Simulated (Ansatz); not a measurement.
# A ladder of methods for C3H10NP (SMILES CP(C)(C)=N)

C3H10NP has 15 atoms, charge 0, and is taken as a singlet. As SMILES, `CP(C)(C)=N`. The shape is that of a PBE0-D4/def2-TZVP optimisation.

```xyz
15

C    -1.6174    0.1885    0.3170
P     0.1002    0.3415   -0.2671
C     1.0538    0.1521    1.2722
C     0.4079   -1.1754   -1.1855
N     0.4502    1.5379   -1.2003
H    -1.8604    1.0523    0.9397
H    -1.7789   -0.7227    0.8977
H    -2.2819    0.1922   -0.5486
H     0.8685    1.0156    1.9148
H     2.1163    0.1313    1.0241
H     0.7878   -0.7571    1.8163
H     0.1830   -2.0596   -0.5871
H     1.4553   -1.1925   -1.4889
H    -0.2113   -1.1709   -2.0833
H     0.3270    2.4669   -0.8212
```

Quantity: the energy change with the P2–C4 bond stretched from 1.800 to 2.070 Å, in eV. The values are calculated.

```tsv
level	kind	program	value (eV)	CPU time (all runs)
BLYP/6-31G* (spherical functions) (restricted)	GGA	Ansatz	0.31	20 s
B3LYP/6-31G* (spherical functions) (restricted)	global hybrid	Ansatz	0.42	22 s
HSE06/6-31G* (spherical functions) (restricted)	range-separated hybrid	Ansatz	0.49	24 s
wB97M-V/6-31G* (spherical functions) (restricted)	range-separated hybrid	Ansatz	0.51	3.8 min
B2PLYP/6-31G* (spherical functions) (restricted)	double hybrid	Ansatz	0.47	31 s
PBE-QIDH/6-31G* (spherical functions) (restricted)	double hybrid	Ansatz	0.57	30 s
RPA@PBE/6-31G* (spherical functions) (restricted)	RPA	Ansatz	0.45	35 s
MP2/6-31G* (spherical functions) (restricted)	perturbation theory	Ansatz	0.53	9.2 s
```

The first shape isn't each level's own minimum. The values span 0.31 to 0.57 eV. Times are those of the runs behind each value, whatever else they computed, on shared processors of several kinds: orders of magnitude only.

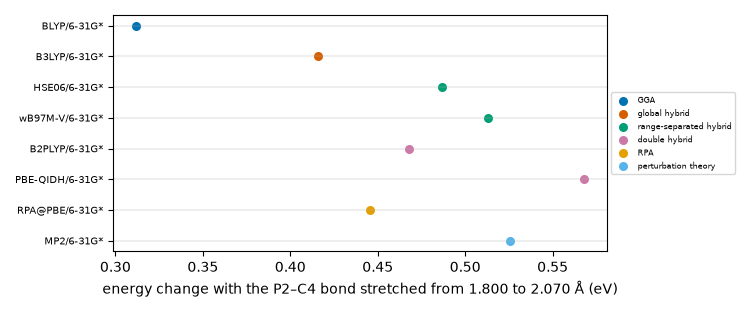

The values of the table, level by level.
